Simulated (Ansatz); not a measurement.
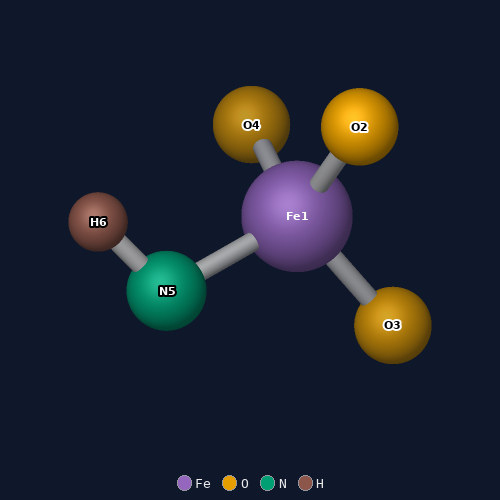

The system is FeO3(NH); the picture shows the reference structure. First axis: bond length Fe1–O2. Second axis: bond length Fe1–O3. Nothing is relaxed (all other coordinates rigid). Grid: 9 × 9 points. Points are written as (first, second). Energies: eV, counted from the lowest grid point. All numbers below come from RKS PBE0-D4/def2-SVP (Ansatz).

Its coordinates:

```
atom    x (Å)    y (Å)    z (Å)
  Fe   0.2669   0.2922   0.0812
   O   0.0753   0.2038   1.6324
   O   1.7449   0.4961  -0.3118
   O  -0.6498   1.4444  -0.4508
   N  -0.2222  -1.1227  -0.5913
   H  -1.2151  -1.3139  -0.3596
```

Range: bond length Fe1–O2 from 1.346 to 2.192 Å; bond length Fe1–O3 from 1.296 to 2.006 Å.

### What landscape does the calculation give?

The lowest grid point is at (1.558 Å, 1.562 Å). It is the only kind of minimum in the scanned range. The highest grid point, (2.192 Å, 2.006 Å), lies 5.43 eV above the lowest. Round the minimum the two coordinates are weakly coupled (coupling 0.06 in units of the two stiffnesses).

| bond length Fe1–O3 ↓, bond length Fe1–O2 → | 1.346 | 1.452 | 1.558 | 1.663 | 1.769 | 1.875 | 1.980 | 2.086 | 2.192 |
| --- | --- | --- | --- | --- | --- | --- | --- | --- | --- |
| 2.006 | 3.73 | 2.49 | 2.22 | 2.46 | 2.97 | 3.59 | 4.23 | 4.86 | 5.43 |
| 1.917 | 3.22 | 1.97 | 1.68 | 1.92 | 2.42 | 3.03 | 3.67 | 4.29 | 4.86 |
| 1.828 | 2.71 | 1.44 | 1.14 | 1.37 | 1.86 | 2.47 | 3.10 | 3.71 | 4.28 |
| 1.740 | 2.24 | 0.95 | 0.64 | 0.85 | 1.33 | 1.93 | 2.56 | 3.17 | 3.74 |
| 1.651 | 1.88 | 0.56 | 0.22 | 0.42 | 0.89 | 1.48 | 2.10 | 2.70 | 3.26 |
| 1.562 | 1.71 | 0.36 | 0.00 | 0.18 | 0.64 | 1.21 | 1.82 | 2.42 | 2.97 |
| 1.473 | 1.92 | 0.53 | 0.13 | 0.29 | 0.73 | 1.29 | 1.89 | 2.47 | 3.02 |
| 1.385 | 2.75 | 1.29 | 0.86 | 0.98 | 1.40 | 1.94 | 2.52 | 3.10 | 3.64 |
| 1.296 | 4.58 | 3.04 | 2.55 | 2.63 | 3.02 | 3.54 | 4.10 | 4.66 | 5.19 |

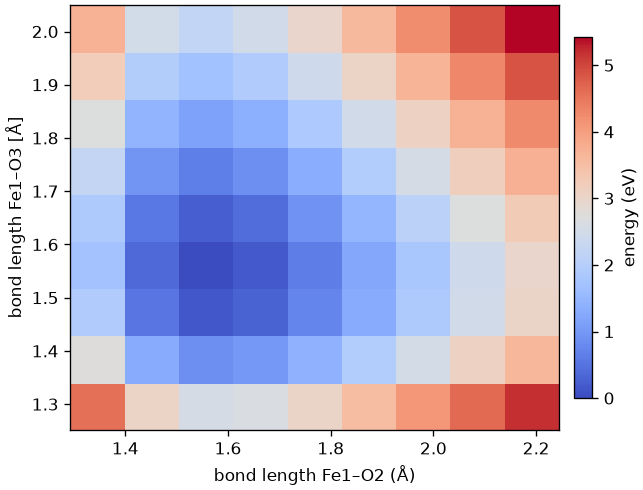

Drawn: one coloured cell a grid point.

Each point was launched as `ansatz run input.yaml --threads 1 --pin off --max-ram 2560MiB --backend cpu --events-out ev --progress --plain --runs-dir out`. The whole map (81 points run) took 11 min on 1 thread of Arm Neoverse V2, with other jobs on the host.
